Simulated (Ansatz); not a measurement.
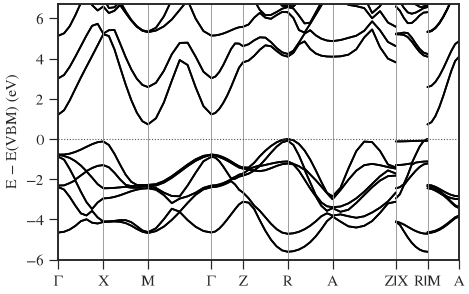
Fig. 1. Band structure from plane-wave PAW r²SCAN with spin–orbit coupling (Ansatz code)

Task: Read off the gap and where the band edges lie.

Result: About 0.7 eV (0.73 eV by a search for the band edges); maximum at R, minimum at M.

The material is MgCdS2 in space group P4/mmm (No. 123; Mg on 1d, Cd on 1a, S on 1b, S on 1c).

The workflow started from a Materials Project entry (that database holds measured and hypothetical structures alike); the Crystallography Open Database copy checked does not list it. With Mg and Cd taken as one species the cell has the higher symmetry Fm-3m, so it may be an ordered model of a mixed-site phase. Its standing as an ambient phase is unchecked. The r²SCAN relaxation kept the symmetry of its start; of distortions, only those at the zone centre were tested.

Potentials: the later of the program's two PAW sets.
